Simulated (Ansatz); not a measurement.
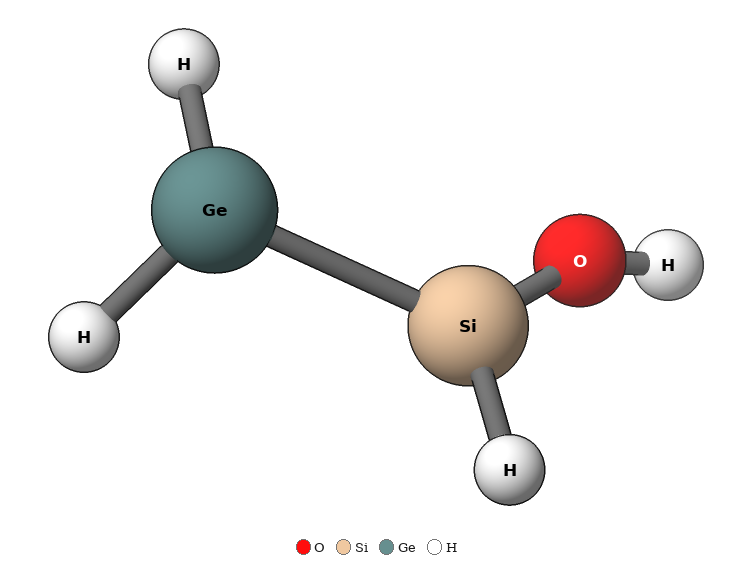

Starting geometry of the run.

Input file:

```yaml
crystal:
  periodic: [false, false, false]
  atoms:
    - {symbol: O, position_ang: [-1.733225, -1.526080, 1.112105]}
    - {symbol: Si, position_ang: [-0.764433, -1.138423, 0.006052]}
    - {symbol: Ge, position_ang: [0.549337, 0.853822, 0.032264]}
    - {symbol: H, position_ang: [-0.558150, -1.993824, -1.203363]}
    - {symbol: H, position_ang: [-2.291639, -2.132377, 1.623454]}
    - {symbol: H, position_ang: [0.265784, 1.652725, 1.305937]}
    - {symbol: H, position_ang: [2.034659, 0.465196, -0.039839]}
basis:
  gaussian: {orbitals: def2-SVP}
hamiltonian: {xc: pbe, dispersion: d4}
relax: {f_tol: 0.03, max_steps: 250}
```

It was started with:

```sh
ansatz run in.yaml --threads 2 --pin off --events-out ev --progress --plain --max-ram 4352MiB
```

Result (its end):

```
mean field -66481.47238054 eV, -2443.1490472243 hartree, gradient 2.6e-5 eV, S^2 0.000000; 1 other end points of the search recorded, 0 dependent functions left out
the calculation of the forces begins
reference -66481.47241392 eV, -2443.1490484511 hartree; 29, 29 occupied and 55, 55 virtual orbitals, 922 factors
Total energy: -66481.61421067 eV, -2443.1542593855 hartree
Atom 0 at    -1.821245    -1.453974     1.291204 Å, force     0.001647    -0.002415    -0.000372 eV/Å
Atom 1 at    -0.496244    -1.133206     0.315209 Å, force    -0.002851     0.019171     0.011183 eV/Å
Atom 2 at     0.372716     0.971448     0.027876 Å, force    -0.000955    -0.002448     0.004994 eV/Å
Atom 3 at    -0.544962    -2.102716    -0.852798 Å, force    -0.000749    -0.015339    -0.015452 eV/Å
Atom 4 at    -2.405056    -2.177098     0.998455 Å, force     0.000348    -0.000014     0.001507 eV/Å
Atom 5 at     0.575977     1.532333     1.481308 Å, force    -0.000697     0.002282    -0.001103 eV/Å
Atom 6 at     1.821147     0.544253    -0.424644 Å, force     0.003257    -0.001236    -0.000757 eV/Å
Dipole moment:    -0.287410    -0.490754    -0.074534 e Å
```
